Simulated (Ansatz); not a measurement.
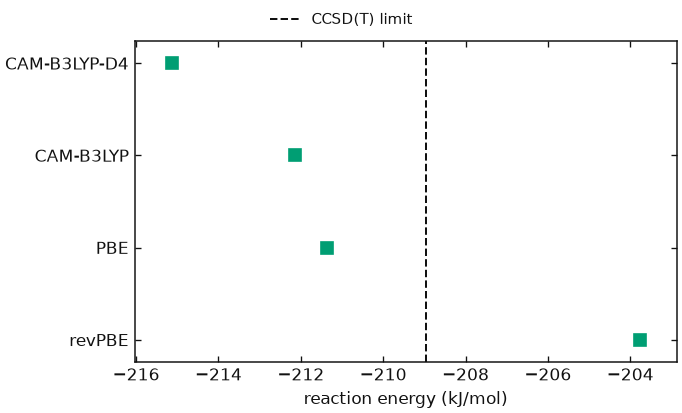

Electronic reaction energy of BSi₂H₇O (B[SiH2][SiH2]O) + SnNH₅ ([NH2][SnH3]) → SnSi₂H₈O (O[SiH2][SiH2][SnH3]) + BNH₄ (BN) (SMILES in brackets) at several levels (functionals in def2-TZVPP unless a basis is named), isolated molecules at PBE0-D4 triple-zeta geometries, minima by their frequencies, no zero-point or thermal terms, the Ansatz code. The line is frozen-core CCSD(T) at the basis limit (MP2 extrapolated from triple and quadruple zeta, plus CCSD(T) less MP2 in a smaller set). No dispersion term is added to CAM-B3LYP, PBE and revPBE. Core potentials past Kr.

What range do the values span, the line included?

Answer. From −215.1 kJ/mol (CAM-B3LYP-D4) to −203.8 kJ/mol (revPBE).

Give the values.

Answer.
```
        level  kJ/mol  less CCSD(T) limit
 CAM-B3LYP-D4  −215.1                −6.2
    CAM-B3LYP  −212.2                −3.2
          PBE  −211.4                −2.4
       revPBE  −203.8                 5.2
CCSD(T) limit  −209.0                 0.0
```

Known limits of this run: outer-core shells are correlated without core-valence functions, which makes the correlated values less sure; spin-orbit coupling is left out, and with Sn it can shift these values; one conformer of each flexible molecule.
